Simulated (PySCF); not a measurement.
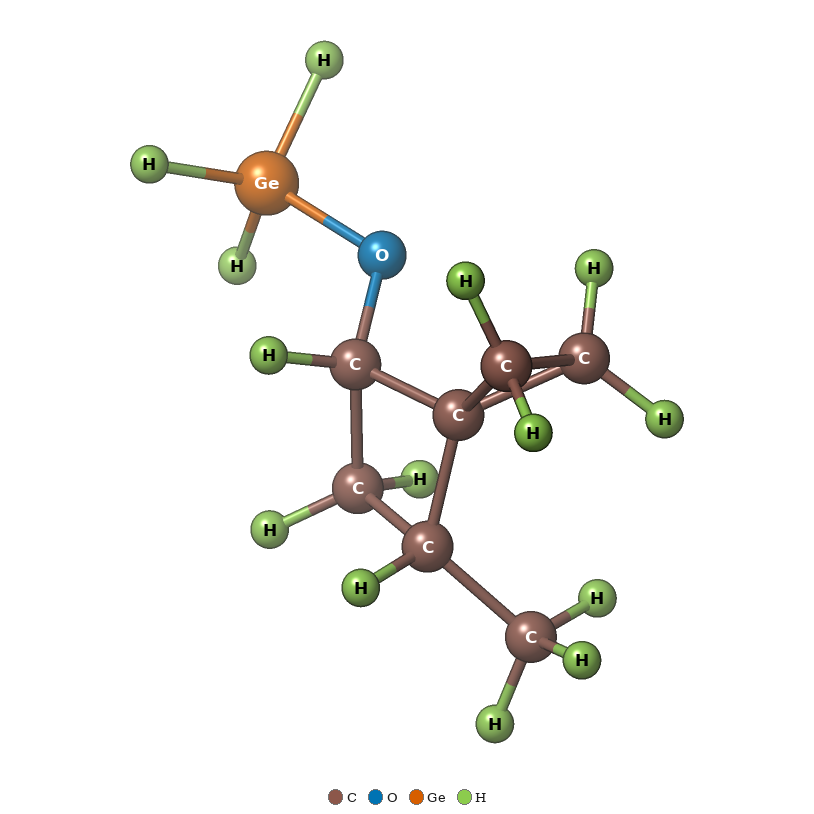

Depth is shown by fading: the farther an atom, the more it takes the colour of the background. Computed geometry: PBE0-D3(BJ)/def2-SVP optimisation. No frequency run is at hand to confirm it as a minimum.

Which symmetry elements does this geometry have?

It has no symmetry element but the identity, so the point group is C1. The group has 1 operation. The geometry is chiral, and symmetry allows a dipole moment.
